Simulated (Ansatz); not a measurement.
H$_{2}$···AlCl$_{3}$ (SMILES [H][H].Cl[Al](Cl)Cl)

Input file:

```
crystal:
  periodic: [false, false, false]
  atoms:
    - {symbol: H, position_ang: [0.533355, 0.226480, -1.481209]}
    - {symbol: H, position_ang: [-0.206301, 0.373593, -1.543572]}
    - {symbol: Cl, position_ang: [-1.327905, -1.759445, 0.372140]}
    - {symbol: Al, position_ang: [-0.072298, -0.129947, 0.655608]}
    - {symbol: Cl, position_ang: [1.969659, -0.434658, 0.897625]}
    - {symbol: Cl, position_ang: [-0.896510, 1.723878, 1.099408]}
basis:
  gaussian: {orbitals: "def2-TZVPPD.json"}
hamiltonian: {xc: pbe0, dispersion: d4}
output: {orbitals: {seedname: orbitals}}
```

Launched as:

```sh
ansatz run in.yaml --threads 4 --pin off --events-out ev --progress --plain --max-ram 9574MiB
```

Geometry: PBE0-D4/def2-TZVP.

Method: RKS PBE0-D4/def2-TZVPPD in Ansatz.

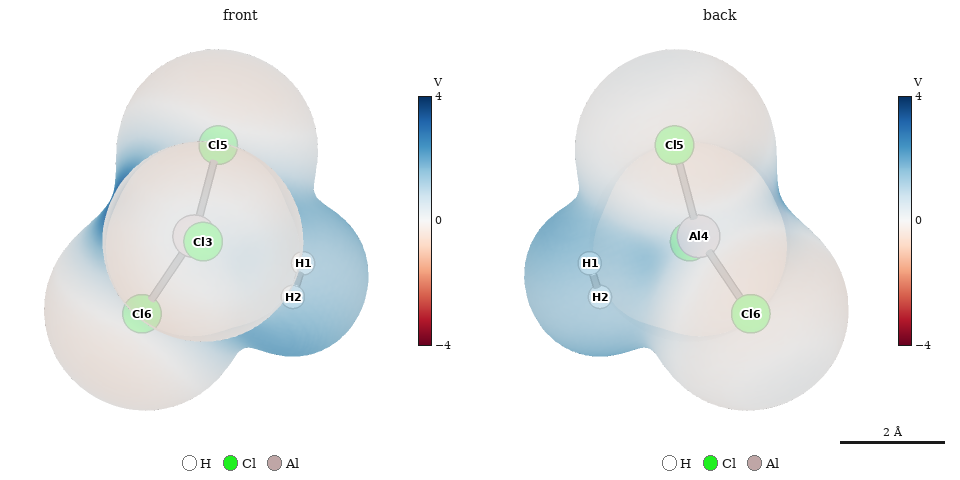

Figure 1. The molecular electrostatic potential painted on the density surface at 0.002 e/bohr³, seen from the front and from behind; the colour scale runs from red (negative) to blue (positive).

**Where is the surface potential most negative and most positive?**

The most negative region (about −0.3 V) lies over Cl3, Cl5 and Cl6, the most positive (about +3.2 V) over Al4.

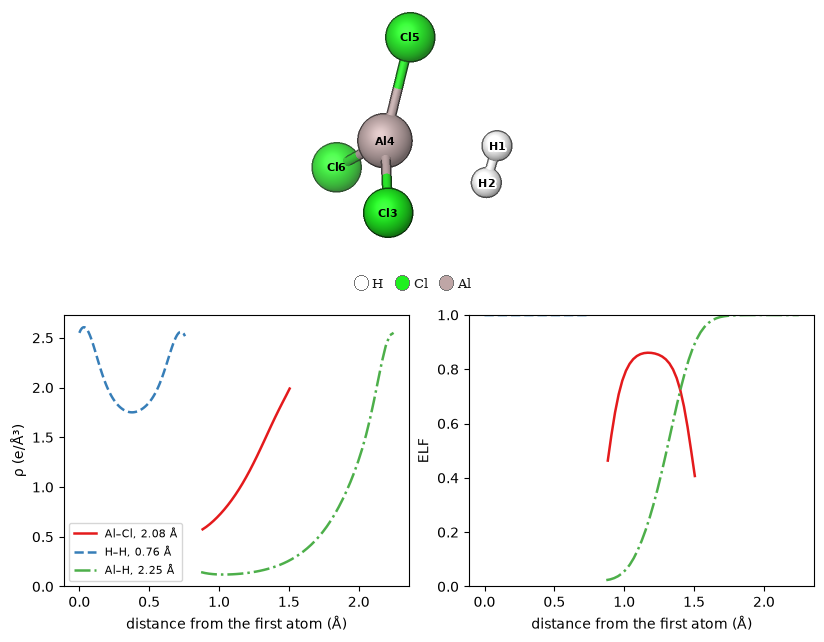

Figure 2. Electron density and ELF along straight lines between neighbouring atoms. The curves leave out the atomic cores. The structure is drawn too.

**Compare the contacts.**

Al–Cl (2.08 Å): ρ at the midpoint is about 0.78 e/Å³; the ELF peaks at about 0.85 in the valence shell of Cl, 0.9 Å from its nucleus, and is about 0.80 at the midpoint.
H–H (0.76 Å): ρ is about 1.8 e/Å³ halfway; the ELF peaks at about 1 between the atoms.
Al4···H1 (2.25 Å): the density falls to about 0.12 e/Å³ on the way; the ELF climbs to about 1 towards the hydrogen.
